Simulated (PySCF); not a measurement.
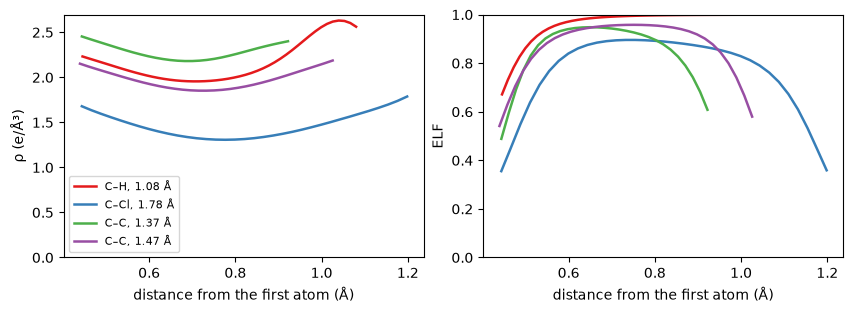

The picture shows: C₇H₇Cl₂ (charge +1). Total electron density and ELF along straight lines between neighbouring atoms. The curves leave out the atomic cores.

Geometry: GFN2-xTB.

Method: PBE0/pcSseg-1, SCF density, gas phase, non-relativistic in PySCF 2.14.0.

```xyz
16

Cl   -1.7314   -0.9602    1.8523
C    -2.0606   -0.1518    0.2982
Cl   -3.0303    1.3148    0.5448
C    -0.6927    0.1922   -0.3918
C     0.0439   -0.9995   -0.8268
C     1.3834   -1.1318   -0.5941
C     2.0802   -0.1313    0.0965
C     1.4394    1.0340    0.5323
C     0.0978    1.1956    0.3260
H    -2.6315   -0.8403   -0.3285
H    -1.0185    0.6959   -1.3234
H    -0.5067   -1.7763   -1.3383
H     1.9101   -2.0154   -0.9238
H     3.1311   -0.2704    0.3110
H     2.0056    1.7883    1.0586
H    -0.4273    2.0652    0.6957
```

Q: What can be read from the curves?

A: C–H (1.08 Å): the density is about 2.1 e/Å³ at the midpoint; the ELF climbs to about 1 towards the hydrogen, as it does in any bond to H (a covalent bond by its length).
C–Cl (1.78 Å): ρ at the midpoint is about 1.4 e/Å³; the ELF peaks at about 0.90 between the atoms (a covalent bond).
C–C (1.37 Å): the density is about 2.2 e/Å³ at the midpoint; the ELF peaks at about 0.95 between the atoms (localised, covalent bonding).
C–C (1.47 Å): ρ at the midpoint is about 1.9 e/Å³; the ELF peaks at about 0.95 between the atoms; localised, covalent bonding.
